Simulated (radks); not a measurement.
# Si with its nuclear charge varied continuously

Aim: the energy of 14 electrons in [Ne] 3s2 3p2 as the nuclear charge moves through non-integer values, and a test of dE/dZ = E(electron-nucleus)/Z.

The numbers are computed with radks (a radial shooting solver on a logarithmic mesh, Libxc functionals) version 1 (Dirac Kohn-Sham, LDA (Slater exchange, Perdew-Wang correlation), spin-unpolarised, spherical densities, finite nucleus; open shells are shared between the two j in proportion to 2j + 1), except any that are marked as measured or tabulated.

### 1 What is computed

* element: silicon (Z = 14)
* charge: 0
* electrons: 14
* configuration: [Ne] 3s2 3p2
* nuclear rms radius: 3.1224 fm

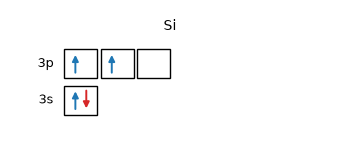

Outer shells as boxes.

In the logs a row gives level, spin channel, occupation and eigenvalue; Etot, Ekin, Encl (electron-nucleus), Eh (Hartree) and Exc are energies, all in hartree; err is the last residual, it the number of iterations.

### 2 Z = 14

Input:

```text
Z 14
configuration [Ne] 3s2 3p2
relativity Dirac
functional lda,pw
spin unpolarised
j_filling average
nucleus finite rms 3.1224 fm
c 137.035999084
```

What it wrote:

```text
1s1/2   1   2.0000         -65.35229929
2s1/2   1   2.0000          -5.09828029
2p1/2   1   2.0000          -3.52893058
2p3/2   1   4.0000          -3.50517102
3s1/2   1   2.0000          -0.39978392
3p1/2   1   0.6667          -0.15377586
3p3/2   1   1.3333          -0.15257441
Etot -288.82176591615604
Ekin 289.37587162104967
Encl -690.6319831300054
Eh 132.03345062619948
Exc -19.59910503339978
err 3.81857445004249e-10
it 13
```

3p3/2 is the highest filled level (-4.152 eV).

Sizes of the orbitals, from the radial functions (bohr):

```csv
level,occupation,energy (eV),<r>,outermost maximum (interpolated),90 % within,nodes
1s1/2,2,-1778.3,0.1116,0.0728,0.200,0
2s1/2,2,-138.73,0.5706,0.456,0.900,1
2p1/2,2,-96.027,0.5372,0.386,0.905,0
2p3/2,4,-95.381,0.5395,0.388,0.908,0
3s1/2,2,-10.879,2.158,1.77,3.31,2
3p1/2,0.666667,-4.184,2.787,2.14,4.45,1
3p3/2,1.33333,-4.152,2.797,2.15,4.46,1
```

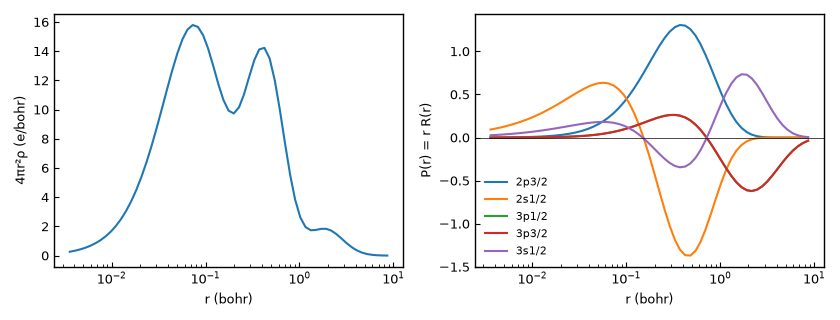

Radial density (left) and radial functions of outer levels (right).

### 3 Z = 13.75

Changes since step 2:

```diff
@@ -1,2 +1,2 @@
-Z 14
+Z 13.75
 configuration [Ne] 3s2 3p2
```

What it wrote:

```text
1s1/2   1   2.0000         -62.68423052
2s1/2   1   2.0000          -4.73216298
2p1/2   1   2.0000          -3.21099342
2p3/2   1   4.0000          -3.18932637
3s1/2   1   2.0000          -0.30920941
3p1/2   1   0.6667          -0.08406809
3p3/2   1   1.3333          -0.08311299
Etot -276.63170821255517
Ekin 277.10105941256734
Encl -662.5996628216026
Eh 127.96926697395728
Exc -19.102371777477146
err 7.755365848779261e-10
it 13
```

E − E(step 2, Z = 14) = +331.708 eV. Highest occupied level: 3p3/2 at -2.262 eV.

### 4 Z = 14.25

Changes since step 3:

```diff
@@ -1,2 +1,2 @@
-Z 13.75
+Z 14.25
 configuration [Ne] 3s2 3p2
```

What it wrote:

```text
1s1/2   1   2.0000         -68.08719772
2s1/2   1   2.0000          -5.48417046
2p1/2   1   2.0000          -3.86645385
2p3/2   1   4.0000          -3.84045301
3s1/2   1   2.0000          -0.50052126
3p1/2   1   0.6667          -0.23356016
3p3/2   1   1.3333          -0.23208377
Etot -301.2969167672926
Ekin 301.9422137208384
Encl -719.1973767118387
Eh 136.05145816045464
Exc -20.09321193674689
err 1.051590648607962e-10
it 14
```

Energy against step 2 (Z = 14): -339.466 eV. Highest occupied level: 3p3/2 at -6.315 eV.

### 5 Z = 14.5

Changes since step 4:

```diff
@@ -1,2 +1,2 @@
-Z 14.25
+Z 14.5
 configuration [Ne] 3s2 3p2
```

What it wrote:

```text
1s1/2   1   2.0000         -70.88808252
2s1/2   1   2.0000          -5.88891333
2p1/2   1   2.0000          -4.22265309
2p3/2   1   4.0000          -4.19425506
3s1/2   1   2.0000          -0.61060790
3p1/2   1   0.6667          -0.32267794
3p3/2   1   1.3333          -0.32089617
Etot -314.05661091314107
Ekin 314.7996843456359
Encl -748.3059809925846
Eh 140.03507127448603
Exc -20.585385540678345
err 6.688299583864127e-11
it 14
```

E − E(step 2, Z = 14) = -686.675 eV. 3p3/2 is the highest filled level (-8.732 eV).

### 6 Z = 14.75

Changes since step 5:

```diff
@@ -1,2 +1,2 @@
-Z 14.5
+Z 14.75
 configuration [Ne] 3s2 3p2
```

What it wrote:

```text
1s1/2   1   2.0000         -73.75443519
2s1/2   1   2.0000          -6.31192264
2p1/2   1   2.0000          -4.59695161
2p3/2   1   4.0000          -4.56599322
3s1/2   1   2.0000          -0.72954338
3p1/2   1   0.6667          -0.42065789
3p3/2   1   1.3333          -0.41853843
Etot -327.1004639390241
Ekin 327.94808675499723
Encl -777.9641678916303
Eh 143.99167288948888
Exc -21.07605569187998
err 2.6003755280232764e-09
it 13
```

Energy against step 2 (Z = 14): -1041.6 eV. 3p3/2 is the highest filled level (-11.389 eV).

### 7 Z = 15

Changes since step 6:

```diff
@@ -1,2 +1,2 @@
-Z 14.75
+Z 15
 configuration [Ne] 3s2 3p2
```

What it wrote:

```text
1s1/2   1   2.0000         -76.68590816
2s1/2   1   2.0000          -6.75278965
2p1/2   1   2.0000          -4.98894959
2p3/2   1   4.0000          -4.95526025
3s1/2   1   2.0000          -0.85698826
3p1/2   1   0.6667          -0.52717281
3p3/2   1   1.3333          -0.52468154
Etot -340.42820022454805
Ekin 341.3873566846921
Encl -808.1763890135832
Eh 147.92634720313242
Exc -21.565515098789433
err 2.2083098607335194e-09
it 13
```

E − E(step 2, Z = 14) = -1404.3 eV. The top filled level is 3p3/2, -14.277 eV.

### 8 What came out

```csv
Z,E (hartree),E(electron-nucleus)/Z (hartree),highest level,its energy (eV),<r> (bohr)
13.75,-276.63171,-48.1891,3p3/2,-2.262,3.073
14,-288.82177,-49.3309,3p3/2,-4.152,2.797
14.25,-301.29692,-50.4700,3p3/2,-6.315,2.583
14.5,-314.05661,-51.6073,3p3/2,-8.732,2.408
14.75,-327.10046,-52.7433,3p3/2,-11.389,2.262
15,-340.42820,-53.8784,3p3/2,-14.277,2.136
```

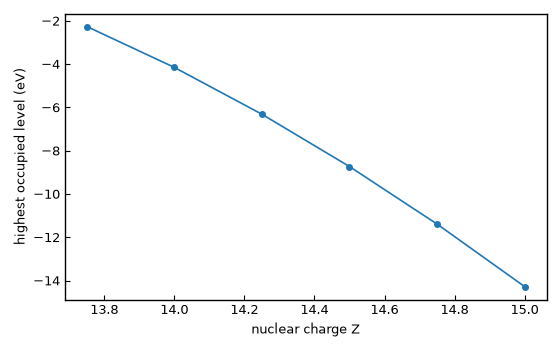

The highest occupied level against the nuclear charge.

What this shows: At Z = 14 the central difference of E is -49.330 hartree, against -49.331 from the Hellmann-Feynman theorem. The top level goes from -2.262 eV at Z = 13.75 to -14.277 eV at Z = 15.
